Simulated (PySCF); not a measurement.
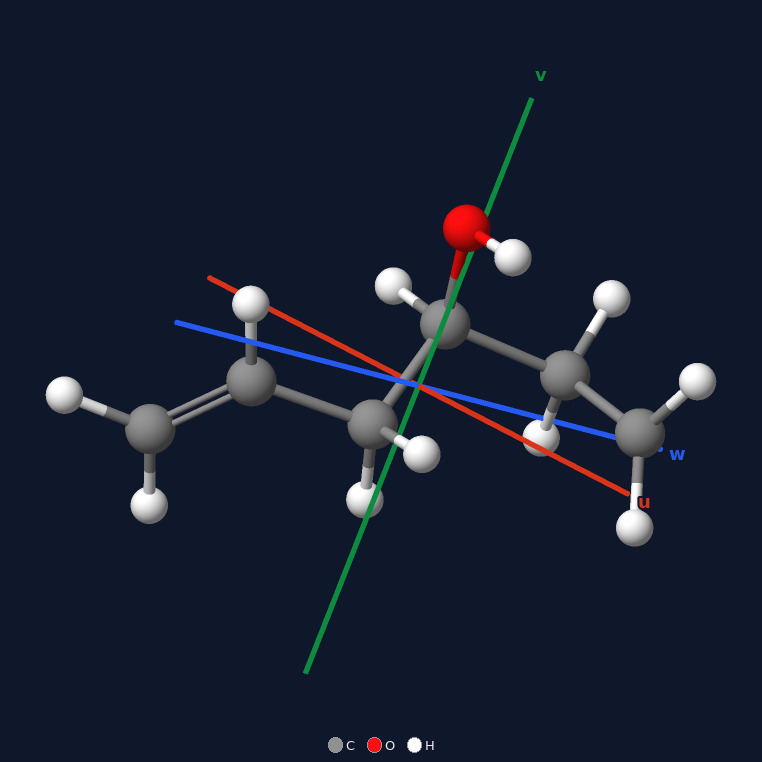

The lines u, v and w are the principal axes of the g tensor. The species is neutral and a spin doublet. The computed structure is the end point of a GFN2-xTB optimisation. No frequency run is at hand to confirm it as a minimum. Method: UKS B3LYP, pcH-1 on C H O, non-relativistic, mean-field spin-orbit, GIAO (PySCF 2.14.0).

> Along which axis does g lie farthest from the free-electron value?

Along v: the shift is 1033 ppm.

Give the principal values and shifts.

```json
{"axis": "u", "g": "2.00287", "shift (ppm)": "554"}
{"axis": "v", "g": "2.00335", "shift (ppm)": "1033"}
{"axis": "w", "g": "2.00218", "shift (ppm)": "−138"}
```
